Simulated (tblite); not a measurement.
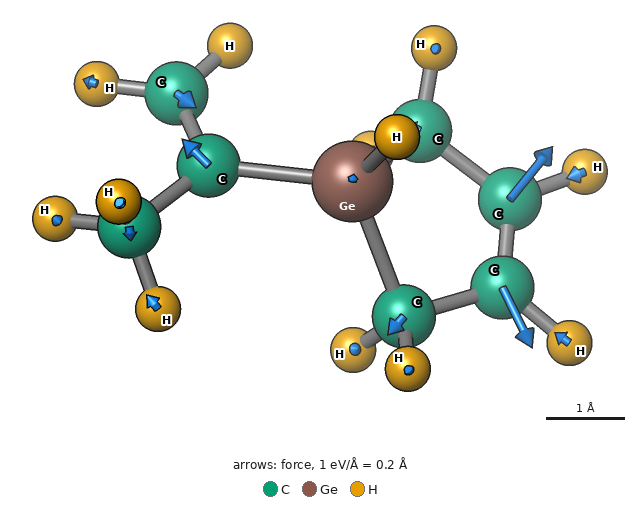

Starting geometry of C7H12Ge with the computed forces as blue arrows. Style: ball-and-stick. Shown at a tilt.

Level of theory: tblite 0.8.0, GFN2-xTB geometry optimisation, gas phase. 

> Is this structure relaxed? If not, where do the atoms go?

It isn't relaxed: the largest force vector, on a C atom, is 5.04 eV/Å. The final displacements have little in common with the starting forces (cosine between the two patterns 0.08). An H atom moves most after the best rigid fit: 1.46 Å. Largest moves by element: H 1.46 Å, C 0.64 Å, Ge 0.09 Å. Some distances before and after: C–Ge 1.893 → 1.978 Å, C–Ge 1.933 → 1.995 Å, C–H 1.140 → 1.082 Å, C–C 1.272 → 1.323 Å. Among the angles between lasting bonds that change: C–Ge–C 106.8° → 116.6°, C–Ge–H 117.0° → 108.6°, C–C–Ge 123.6° → 115.6°. Groups turn about C–Ge by about 45°, C–Ge by about 45°, C–C by about 40°. Over 141 geometry steps the energy falls by 0.795 eV. The run took 2.3 s on 1 thread of Intel(R) Xeon(R) Processor @ 2.70GHz, on a shared host.
